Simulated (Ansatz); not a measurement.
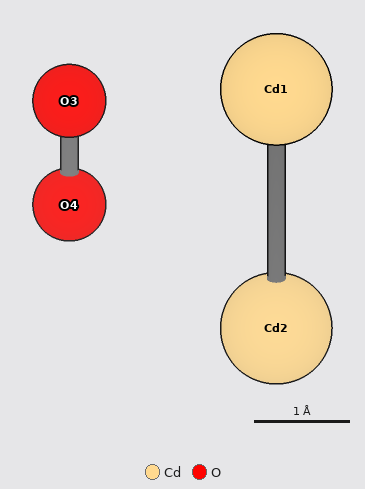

Figure 1. The structure (ball-and-stick view, seen at a tilt; atoms are numbered from 1 in the order of the input). Sticks mark near contacts. Bond lengths as drawn: Cd–Cd 2.81 Å and O–O 1.22 Å.

**Run report: Cd₂O₂ (charge +1), single-point calculation**

Cd₂O₂, charge +1, multiplicity 2, computed with UKS r2SCAN-D4/def2-TZVP (Ansatz 0.2.0).

The geometry comes from this level: r2SCAN-D4/def2-TZVP.

The program's output:
```
Functional definition: r2SCAN
  name "r2SCAN"
  cite "Furness, Kaplan, Ning, Perdew & Sun, J. Phys. Chem. Lett. 11, 8208 (2020) doi:10.1021/acs.jpclett.0c02405"
  cite "Furness, Kaplan, Ning, Perdew & Sun, J. Phys. Chem. Lett. 11, 9248 (2020) doi:10.1021/acs.jpclett.0c03077"
  parent r2scan
  parameter k0 = 0.174
  parameter k1 = 0.065
  parameter a1 = 4.9479
  exchange = r2scan_x(k0 = k0, k1 = k1, a1 = a1)
  correlation = r2scan_c
these checks for a lower state are left out or cut short: starts
1040 factors; their error is unknown
mean field evaluation 1: about -13217.4827 eV, gradient 3.9e0 eV
mean field evaluation 2: about -13217.5415 eV, gradient 9.7e-2 eV
mean field evaluation 4: about -13217.5356 eV, gradient 4.2e-3 eV
mean field -13217.53564397 eV, -485.7354757484 hartree, gradient 9.0e-5 eV, S^2 1.345824; 0 other end points of the search recorded, 0 dependent functions left out
reference -13217.53566399 eV, -485.7354764842 hartree; 28, 27 occupied and 114, 115 virtual orbitals, 1040 factors
Total energy: -13217.55622579 eV, -485.7362321165 hartree
Checks for a lower state left out: starts
```

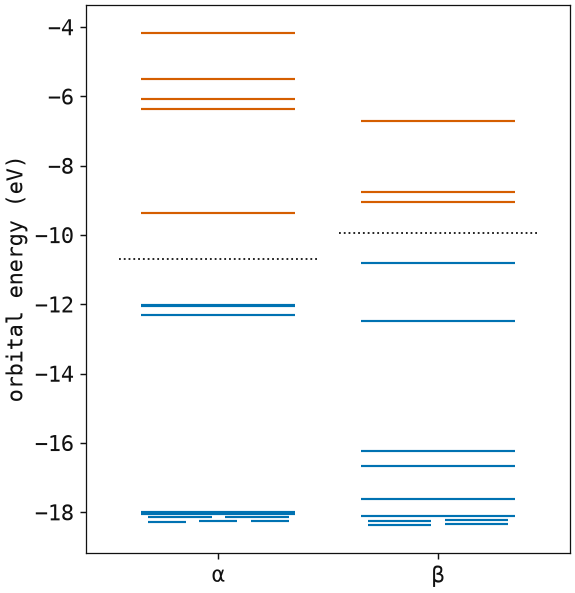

Figure 2. Orbital energies near the frontier for α and β spins; the dotted line parts filled from empty levels, and levels within 0.02 eV of each other stand side by side. α: highest filled −12.01 eV, lowest empty −9.38 eV, 2.63 eV apart; β: highest filled −10.82 eV, lowest empty −9.05 eV, 1.77 eV apart.

The run was set up as follows.

The input:
```yaml
crystal:
  periodic: [false, false, false]
  atoms:
    - {symbol: Cd, position_ang: [-1.437600, -1.236356, 0.058299]}
    - {symbol: Cd, position_ang: [-1.083363, 1.555202, 0.076109]}
    - {symbol: O, position_ang: [1.183608, -0.765339, -0.070569]}
    - {symbol: O, position_ang: [1.337355, 0.446503, -0.063829]}
basis:
  gaussian: {orbitals: def2-TZVP, initial_orbitals: start.molden}
total_charge: 1
magnetization: {spin_polarized: true, initial_magnetization: 1}
hamiltonian: {xc: r2scan, dispersion: d4}
scf: {omitted_lower_state_checks: [starts]}
output: {orbitals: {seedname: orbitals}}
```

Launched with:
```bash
ansatz run in.yaml --threads 4 --pin off --events-out ev --progress --plain --max-ram 3916MiB
```

Summary:

- outcome: converged
- total energy: −13217.5562 eV
- mean-field energy: −13217.5357 eV
- dispersion energy: −0.0206 eV
- ⟨S²⟩: 1.346
- SCF solution under orbital rotations: stable
- HOMO (either spin): −10.82 eV
- LUMO (either spin): −9.38 eV
- hardware: 4 threads of Arm Neoverse V1, 23 GiB of memory available, shared host
- wall time: 5.5 s (CPU time 19 s)
- peak memory: 0.31 GiB

⟨S²⟩ is 1.35 against 0.75 for a pure state: the solution is spin-contaminated.
